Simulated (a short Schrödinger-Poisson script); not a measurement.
System: gated Al0.3Ga0.7N/GaN polarisation-induced gas, at 300 K.

```tsv
layer	material	thickness (nm)	Na (cm⁻³)
1	Al0.3Ga0.7N	15	-
2	GaN	6000	1e14
```

The device is made up for the run: typed textbook-type constants, with dimensions and the other settings drawn at random. Al0.3Ga0.7N: permittivity 9.32, conduction-band edge (eV) 0.414, gap (eV) 4.021, electron mass (mₑ) 0.236, Nv at 300 K (cm⁻³) 4.6e19. GaN: permittivity 9.5, conduction-band edge (eV) 0, gap (eV) 3.43, Nv at 300 K (cm⁻³) 4.6e19.

Channel valleys (confinement mass, in-plane density-of-states mass, number): Γ 0.2, 0.2, 1. At the gate the conduction-band edge of layer 1 lies 1.33 eV − eVg above the Fermi level of the channel; the field vanishes at the back. Sheet of polarisation charge: +1.5e13 e/cm² at 15 nm from the gate. The barrier under the gate holds no holes. Gaps are held at their typed values at every temperature. Mesh 0.08 nm at interfaces.

From a short Schrödinger-Poisson script (our own, NumPy): 1D Poisson equation in equilibrium, electrons quantum, Hartree (BenDaniel-Duke, 40 states a valley, the channel's in-plane mass for all, wave functions free to enter the barrier), parabolic valleys, classical holes, full ionisation, no traps, pinning or gate leakage.

Only gate voltages with over 1e8 electrons/cm² are shown.

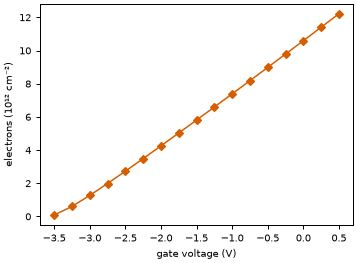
*Sheet density against gate voltage*

| Vg (V) | electrons (cm⁻²) | in the channel layer | C (μF/cm²) | Γ E0 (meV) | Γ E1 (meV) |
|---|---|---|---|---|---|
| 0.5 | 1.22e13 | 1.11e13 | 0.524 | -125.0 | 6.5 |
| 0.25 | 1.14e13 | 1.04e13 | 0.521 | -116.8 | 9.6 |
| 0 | 1.06e13 | 9.77e12 | 0.518 | -108.5 | 12.6 |
| -0.25 | 9.78e12 | 9.10e12 | 0.516 | -100.0 | 15.6 |
| -0.5 | 8.98e12 | 8.42e12 | 0.514 | -91.5 | 18.7 |
| -0.75 | 8.18e12 | 7.73e12 | 0.511 | -82.8 | 21.8 |
| -1 | 7.39e12 | 7.02e12 | 0.509 | -74.0 | 24.9 |
| -1.25 | 6.59e12 | 6.31e12 | 0.506 | -65.0 | 28.1 |
| -1.5 | 5.81e12 | 5.59e12 | 0.503 | -55.8 | 31.4 |
| -1.75 | 5.03e12 | 4.87e12 | 0.499 | -46.3 | 34.9 |
| -2 | 4.25e12 | 4.14e12 | 0.495 | -36.2 | 38.6 |
| -2.25 | 3.48e12 | 3.41e12 | 0.489 | -25.5 | 42.7 |
| -2.5 | 2.73e12 | 2.68e12 | 0.481 | -13.6 | 47.4 |
| -2.75 | 1.98e12 | 1.96e12 | 0.469 | 0.2 | 53.4 |
| -3 | 1.27e12 | 1.26e12 | 0.448 | 17.9 | 61.9 |
| -3.25 | 6.00e11 | 5.98e11 | 0.400 | 45.2 | 77.5 |
| -3.5 | 8.50e10 | 8.49e10 | 0.212 | 111.3 | 127.1 |

Subbands count from the Fermi level.
